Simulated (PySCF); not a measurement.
**InHF (SMILES [F][InH]) at UM06-2X/STO-3G**

Aim: the energy change on altering one bond length of InHF at UM06-2X/STO-3G, from 2 runs. The job is set up through a Python script.

The results are computed with PySCF 2.14.0.

16 further runs of the same task are left out: 6 that didn't finish, 10 set aside as unsound or not needed.

### Step 1. Starting point

The species is InHF (3 atoms), meant as a doublet with charge 0. SMILES: `[F][InH]`. The coordinates come from a PBE0-D4/def2-TZVP relaxation.

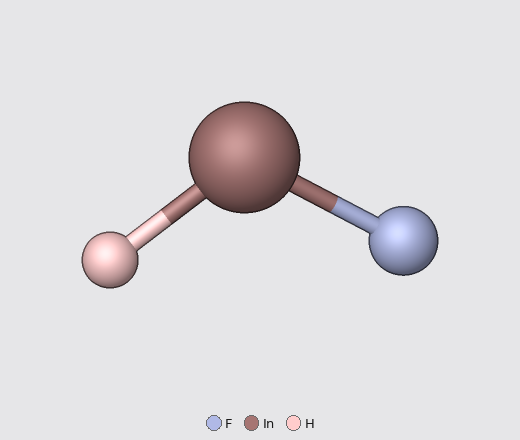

Viewed from a chosen angle; fluorine light blue, indium brown, hydrogen pink.

### Step 2. A single-point energy at UM06-2X/STO-3G

Contents of input.py:

```python
from pyscf import gto, dft

mol = gto.Mole()
mol.atom = '''
F      1.088400     0.989500     0.694300
In    -0.522500     0.355100    -0.244800
H     -0.576900    -1.409400    -0.462800
'''
mol.charge = 0
mol.max_memory = 1860
mol.spin = 1
mol.basis = 'sto-3g'
mol.verbose = 3
mol.build()

mf = dft.UKS(mol, xc='m06-2x')
mf.conv_tol = 1e-10
mf.grids.level = 5
mf.kernel()
if not mf.converged:
    mf = mf.newton().run(mf.mo_coeff, mf.mo_occ)

etot = mf.e_tot
print('E = %.10f Eh' % etot)
```

Started as:

```
$ OMP_NUM_THREADS=1 python input.py
```

Log:

```text
WARN: HOMO -0.463439907518923 >= LUMO -0.463439907518972

converged SCF energy = -5783.96164596198  <S^2> = 0.75501727  2S+1 = 2.005011
E = -5783.9616459620 Eh
```

Run time: 16 s. Hardware: 1 thread of Arm Neoverse N1, shared host; peak memory 0.25 GiB.

### Step 3. The distorted shape, same level

Contents of input.py:

```python
from pyscf import gto, dft

mol = gto.M(
    atom=[
    ('F', (1.410552, 1.116369, 0.882104)),
    ('In', (-0.522500, 0.355100, -0.244800)),
    ('H', (-0.576900, -1.409400, -0.462800)),
],
    basis='sto-3g',
    verbose=3,
    spin=1,
    max_memory=1860,
)

calc0 = dft.UKS(mol, xc='m06-2x')
calc0.grids.level = 5
calc0.conv_tol = 1e-10
calc0.kernel()
if not calc0.converged:
    calc0 = calc0.newton().run(calc0.mo_coeff, calc0.mo_occ)

e_tot = calc0.e_tot
print('Final energy', e_tot)
```

Started as:

```
$ OMP_NUM_THREADS=1 python input.py
```

Log:

```text
WARN: HOMO -0.480115805542676 >= LUMO -0.480115805542681

converged SCF energy = -5783.90414944708  <S^2> = 0.77348668  2S+1 = 2.0233504
Final energy -5783.904149447077
```

It took 18 s on 1 thread of Arm Neoverse N1, shared host; peak memory 0.25 GiB.

### Step 4. Summary of results

Level: UM06-2X/STO-3G.

```
                                                          quantity           value
                                         first shape: total energy  -5783.96165 Eh
                                        first shape: dipole moment          1.31 D
                   first shape: HOMO energy (highest over α and β)        -3.29 eV
                    first shape: LUMO energy (lowest over α and β)         2.31 eV
                                                 first shape: ⟨S²⟩           0.755
                                     distorted shape: total energy  -5783.90415 Eh
                                    distorted shape: dipole moment          1.97 D
               distorted shape: HOMO energy (highest over α and β)        -3.64 eV
                distorted shape: LUMO energy (lowest over α and β)         1.85 eV
                                             distorted shape: ⟨S²⟩           0.773
energy change with the F1–In2 bond stretched from 1.970 to 2.364 Å        1.565 eV
```

**Reading.** With the F1–In2 bond stretched from 1.970 to 2.364 Å the energy rises by 1.56 eV (151 kJ/mol). The first shape isn't relaxed at this level, so the change isn't measured from a minimum. The minimal basis adds a large error of its own. Mulliken charges (first shape) run from -0.24 on F1 to +0.40 on In2; they depend strongly on the basis. Relativity is left out (first shape) although the molecule holds a heavy atom. Relativity is left out (distorted shape) although the molecule holds a heavy atom.
